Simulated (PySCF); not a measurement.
SiN (charge +1, triplet)

```json
{"atom": "Si", "x (Å)": "0.0000", "y (Å)": "0.0000", "z (Å)": "-0.5964"}
{"atom": "N", "x (Å)": "0.0000", "y (Å)": "0.0000", "z (Å)": "1.1916"}
```

Level of theory: PBE0/def2-TZVP, non-relativistic Hamiltonian with scalar-relativistic core potentials where named, at a bond length of 1.788 Å (PySCF).

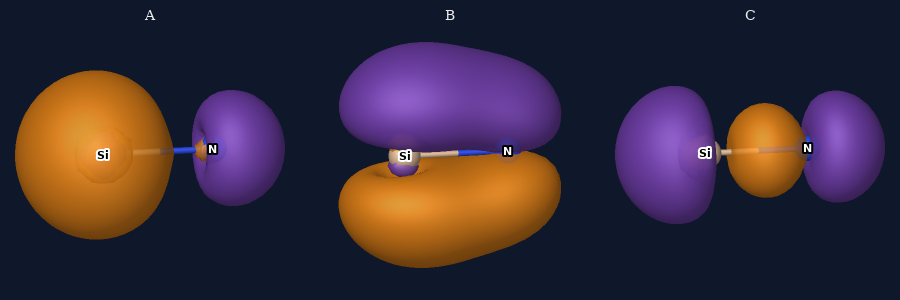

Figure 1. Three frontier β-spin orbitals, each drawn at the value that holds 80 % of its norm (orange and purple are the two phases), in no order; of a degenerate pair one member is drawn.

Name the orbitals and rank them from lowest to highest energy.

Orbital A: σ, occupied in this spin, −19.16 eV; shared between the atoms (Si 70 %, N 30 %).
Orbital C: σ, occupied in this spin, −15.20 eV; shared between the atoms (Si 45 %, N 55 %).
Orbital B: π, empty in this spin, −11.89 eV; bonding, with no node between the atoms.

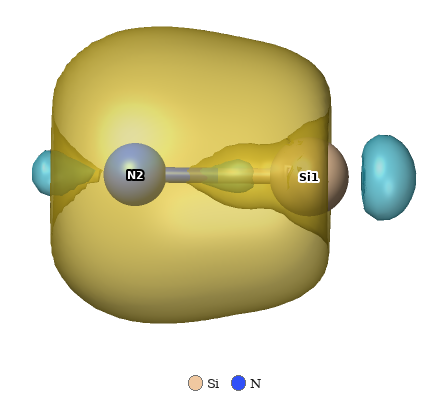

Figure 2. Isosurfaces of the spin density at +0.015 (yellow) and −0.015 e/Å³ (cyan), seen from one side.

Which atoms carry the spin?

The unpaired spin (2 electrons) lies mostly on N2 (about 1.6) and Si1 (about 0.4), in electrons by Hirshfeld's partition.

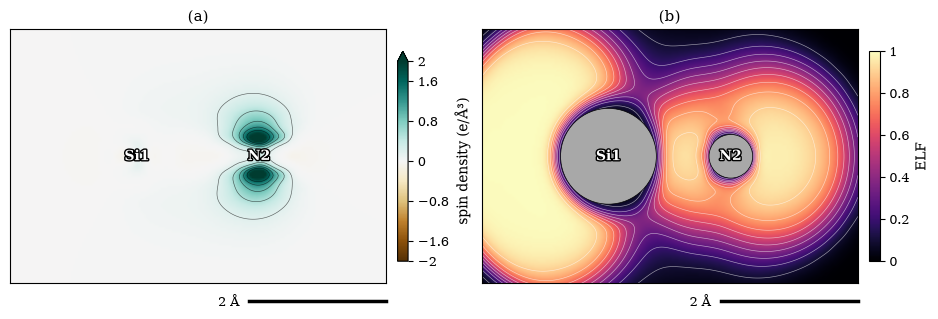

Figure 3. (a) spin density; (b) electron localisation function on a plane that holds the molecular axis. Grey discs cover the atomic cores in the ELF map.

What do the fields say about this system?

The section cuts through Si and N sites.
Si–N (1.79 Å): the ELF peaks at about 0.95 between the atoms, as expected for a shared but strongly polarised pair.
The ELF also peaks beside N2 and Si1, away from the bonds: non-bonding electrons, paired or unpaired.
